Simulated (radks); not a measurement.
# As: atomic calculation

Atomic arsenic (As) in the configuration [Ar] 3d10 4s2 4p3. Computed at this level: scalar-relativistic Kohn-Sham, BLYP, spin-unpolarised, spherical densities, point nucleus (the in-house radial solver radks).

The input:
```
Z 33
configuration [Ar] 3d10 4s2 4p3 5s0 4d0 5p0 4f0
relativity scalar-relativistic
functional b88,lyp
spin unpolarised
nucleus point
c 137.035999084
```

Energies in input and log are in hartree, lengths in bohr.

Launched within a batch (the task file carries these settings):
```bash
python <driver script> task.json out
```

Output:
```
1s      1   2.0000        -430.79155345
2s      1   2.0000         -54.64543998
2p      1   6.0000         -47.92578775
3s      1   2.0000          -6.98042341
3p      1   6.0000          -4.90338919
3d      1  10.0000          -1.48894733
4s      1   2.0000          -0.52967891
4p      1   3.0000          -0.18615942
5s      1   0.0000          -0.01993368
4d      1   0.0000           0.00014433
5p      1   0.0000          -0.00012093
4f      1   0.0000           0.00024615
Etot -2261.2210415378763
Ekin 2304.878471025525
Encl -5449.919314408562
Eh 967.8391410636827
Exc -84.01933921852185
err 2.354926928670104e-09
it 14
```

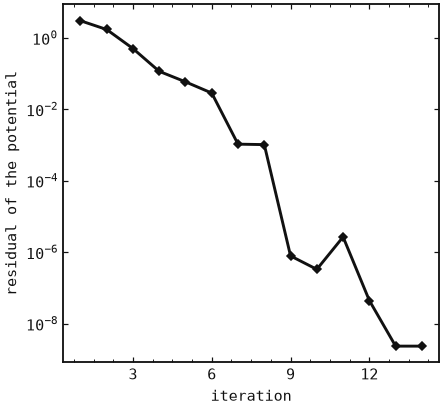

*Convergence: residual of the potential against the iteration.*

The residual comes down, with one marked jump up, by a factor of about 8, at step 11. It goes from 3.0 to 2.3×10⁻⁹ in 14 steps.

Orbitals:

```tsv
orbital	occupation	energy (eV)	⟨r⟩ (bohr)	outer maximum (bohr)
1s	2	−11722.4	0.04550	0.0297
2s	2	−1487.0	0.2028	0.170
2p	6	−1304.1	0.1772	0.136
3s	2	−189.947	0.5984	0.522
3p	6	−133.428	0.6173	0.521
3d	10	−40.516	0.6789	0.476
4s	2	−14.413	1.933	1.61
4p	3	−5.066	2.566	1.97
```

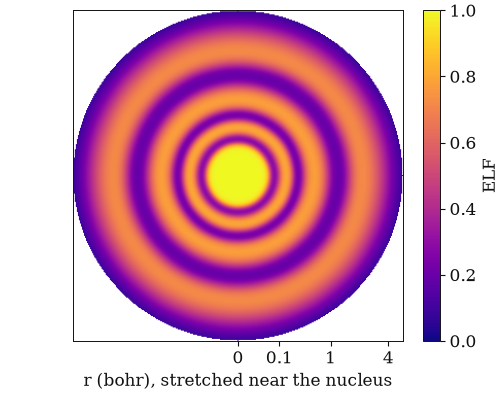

*The electron localisation function as a disc about the nucleus, with the radius drawn as r to the power 0.35.*

Rings of low ELF, its minima, lie near r = 0.071, 0.30 and 1.3 bohr and part the shells. Its maxima away from the nucleus lie near 0.0019 bohr (1.00), 0.16 bohr (0.80), 0.58 bohr (0.78) and 2.4 bohr (0.72).

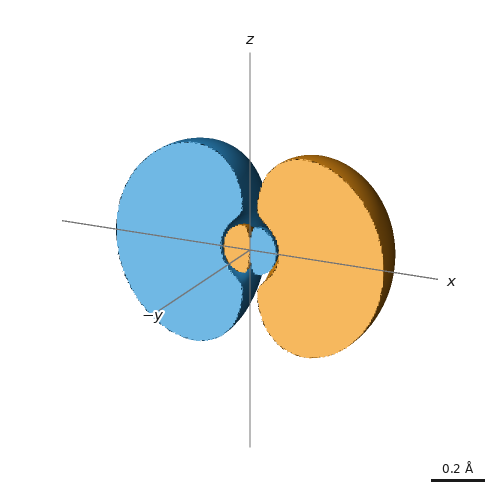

*The 3p(x) orbital. The radial function comes from the spherical calculation and is multiplied by a real spherical harmonic; the overall sign is chosen so that the largest lobe of P(r) is positive; at the scalar-relativistic level it is the large component. The surface of constant |ψ| that holds about 90 % of the electron is drawn, orange where ψ is positive and blue where it is negative, with the half in front of the xz plane cut away and the cut face painted.*

It has the nodal plane yz and 1 radial node, at r = 0.222 bohr. The outermost maximum of P² lies at 0.521 bohr, ⟨r⟩ = 0.617 bohr, 90 % of the charge lies within 0.947 bohr, and the eigenvalue is −133.4 eV, with 6 electrons in the shell.

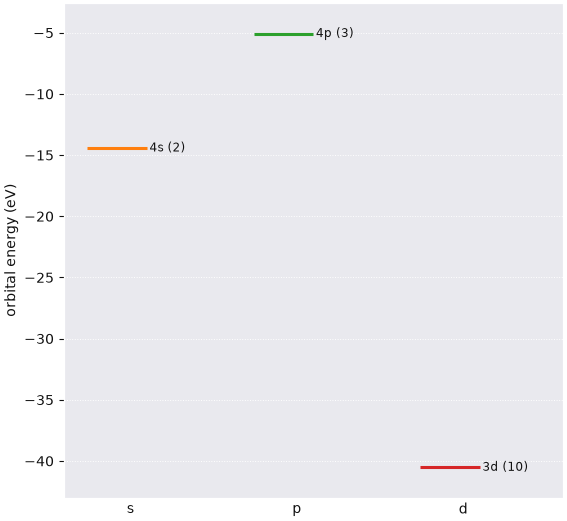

*The outer levels are drawn by angular momentum (occupations in brackets).*

The highest occupied level is 4p at −5.07 eV. From the top down the occupied levels run 4p (−5.07 eV), 4s (−14.4 eV), 3d (−40.5 eV). The measured ionisation energy (NIST) is 9.79 eV; minus the highest level, 5.07 eV, lies 48 % below it, as is usual for a semilocal functional, whose potential decays too fast.

Results in brief:

| quantity | value |
| --- | --- |
| outcome | converged |
| total energy | −2261.2210 hartree |
| kinetic energy | 2304.8785 hartree |
| electron–nucleus energy | −5449.9193 hartree |
| Hartree energy | 967.839141 hartree |
| exchange–correlation energy | −84.019339 hartree |
| radius at density 0.001 e/bohr³ | 4.41 bohr |
| SCF iterations | 14 |
| hardware | 1 CPU thread, shared host |
